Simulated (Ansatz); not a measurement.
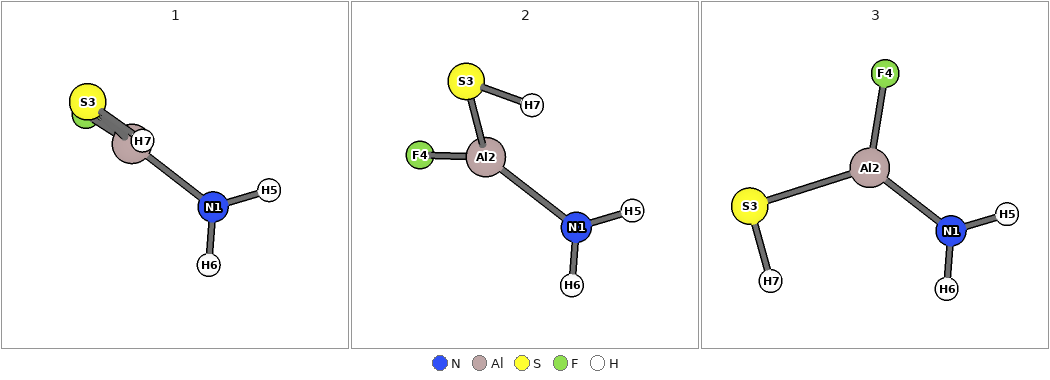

AlFH3NS, SMILES [NH2][Al]([F])[SH]. Coordinates scanned: (1) bond length N1–Al2; (2) dihedral H5–N1–Al2–S3. Nothing is relaxed (all other coordinates rigid). The scan uses a 15 × 15 grid; 218 points were computed and 7 follow by symmetry. Energies: kJ/mol, counted from the lowest grid point. Computed with RKS PBE-D4/def2-TZVP in Ansatz.

The numbered pictures are structures from this grid.

> Which is the most stable, and how do the others follow?

3, at bond length N1–Al2 = 1.792 Å, dihedral H5–N1–Al2–S3 = −180°: 0 kJ/mol; 1, at bond length N1–Al2 = 1.792 Å, dihedral H5–N1–Al2–S3 = −84°: 26 kJ/mol; 2, at bond length N1–Al2 = 1.996 Å, dihedral H5–N1–Al2–S3 = −60°: 59 kJ/mol.

The map, with the structures marked:

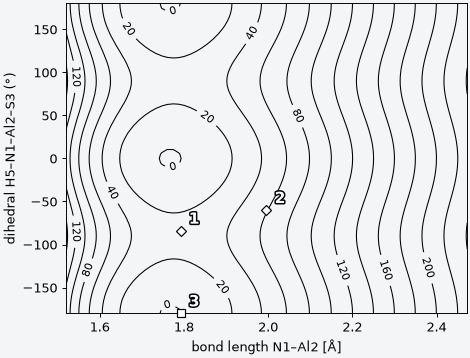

In the figure: contour lines labelled in kJ/mol. Between grid points the surface is interpolated.
